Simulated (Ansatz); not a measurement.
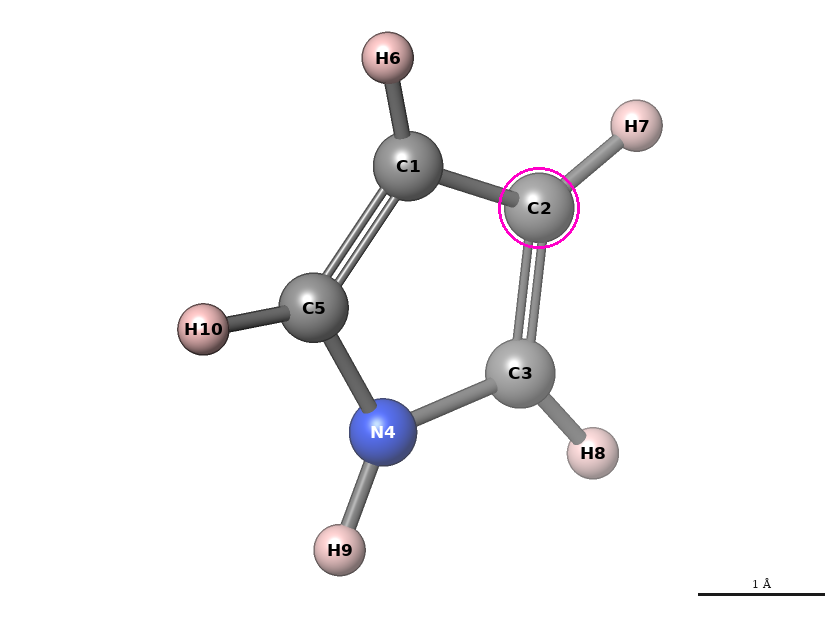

Figure made from data computed with Ansatz.

Orthographic view. Depth is shown by fading: the farther an atom, the more it takes the colour of the background. Geometry: moved along internal coordinates away from the minimum.

**Which atoms are bonded to the circled atom?**

The circled atom is C2; it is bonded to C1, C3, H7.

**What is the shortest path along bonds from the circled atom to H9?**

C2–C3–N4–H9, 3 bonds; through space the two are 3.17 Å apart.

**Which atom is farthest from the viewer?**

H8, 1.4 Å behind the mean position.

**Of C1 and C2, which is nearer the viewer?**

C1; the bond to C2 points away from the viewer, so it looks shorter than its 1.42 Å.
